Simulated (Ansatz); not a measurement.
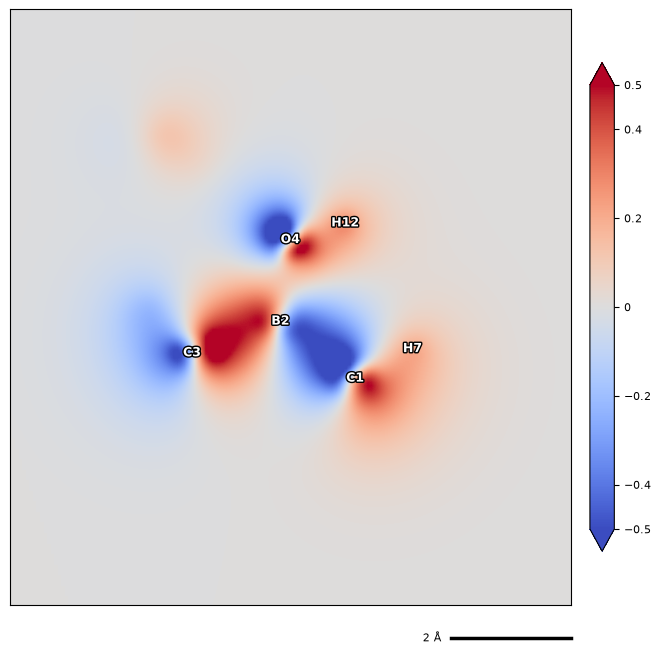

C₂H₉BO₂. The HOMO−1 on the plane of atoms B2, O4 and H12 (values in Å⁻³ᐟ²; the overall sign is arbitrary).

Geometry: PBE0-D4/def2-TZVP; at this geometry the atoms fall into two loosely joined parts.

These are results of RKS PBE0-D4/def2-TZVPP in Ansatz 0.2.0, not measurements.

```yaml
atoms:
  - { symbol: C, position_ang: [-1.1418, 1.5680, 0.8092] }
  - { symbol: B, position_ang: [-0.2878, 0.3768, 0.2430] }
  - { symbol: C, position_ang: [1.2296, 0.1822, 0.5754] }
  - { symbol: O, position_ang: [-0.8608, -0.5603, -0.5790] }
  - { symbol: O, position_ang: [0.8366, -2.3758, -2.0889] }
  - { symbol: H, position_ang: [-0.9391, 1.7364, 1.8707] }
  - { symbol: H, position_ang: [-2.2226, 1.4593, 0.6799] }
  - { symbol: H, position_ang: [-0.8426, 2.4927, 0.3010] }
  - { symbol: H, position_ang: [1.7636, 1.1337, 0.6387] }
  - { symbol: H, position_ang: [1.7424, -0.4704, -0.1338] }
  - { symbol: H, position_ang: [1.3160, -0.2765, 1.5688] }
  - { symbol: H, position_ang: [-1.7956, -0.4091, -0.7412] }
  - { symbol: H, position_ang: [0.2183, -1.7845, -1.6383] }
  - { symbol: H, position_ang: [0.9706, -3.1017, -1.4768] }
```

What is the character of this orbital?

Answer. Its weight (Hirshfeld) is mainly on C1 (about 25 %), C3 (about 20 %), B2 (about 20 %) and O4 (about 15 %). Its energy is −8.76 eV.
